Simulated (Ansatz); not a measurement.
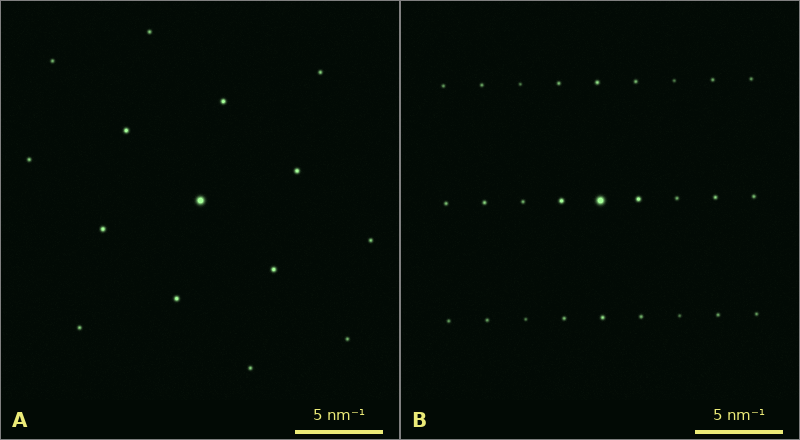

Kinematic electron diffraction patterns (200 kV, B = 0.5 Å², same scale, each along a low-index zone) of two structures of composition ZnF, each relaxed at zero pressure with DFT PBE, scalar-relativistic, plane waves, PAW in Ansatz.

The structures (standard cells):
1. P6_3mc (No. 186), a = 2.958 Å, c = 9.037 Å (hexagonal axes), 4 atoms; generated start, possibly hypothetical
2. Fm-3m (No. 225), a = 4.855 Å, 8 atoms; generated start, possibly hypothetical

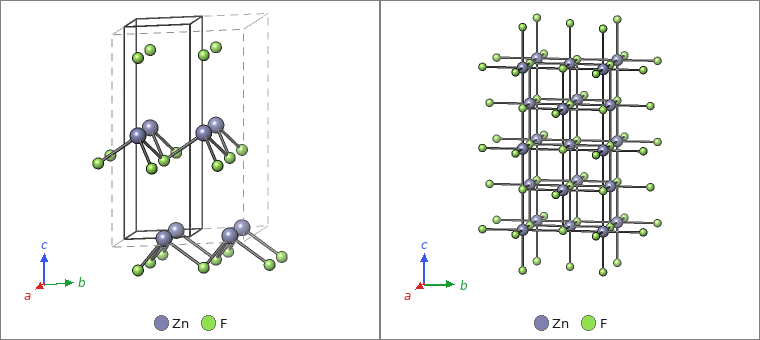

Drawings of the structures 1 to 2, from left to right (each may span several cells).

### Which pattern belongs to which structure, and along which zone?

A is structure 2 along [111] or an equivalent direction: hexagonal net of -2 2 0 at d = 1.72 Å and -2 0 2 at d = 1.72 Å, 60.0° apart. B is structure 1 along [210] or an equivalent direction: rectangular net of 0 0 2 at d = 4.52 Å and 1 -2 0 at d = 1.48 Å, 90.0° apart (some points of this net are extinct or too weak to see).

### Rank the structures by their computed energy.

Structure 1 (P6_3mc, 17.12 Å³ an atom) is the lowest of these; structure 2 (Fm-3m, 14.30 Å³ an atom) lies about 200 meV an atom higher. These are static energies at 0 K; other structures, not shown, may lie lower still.
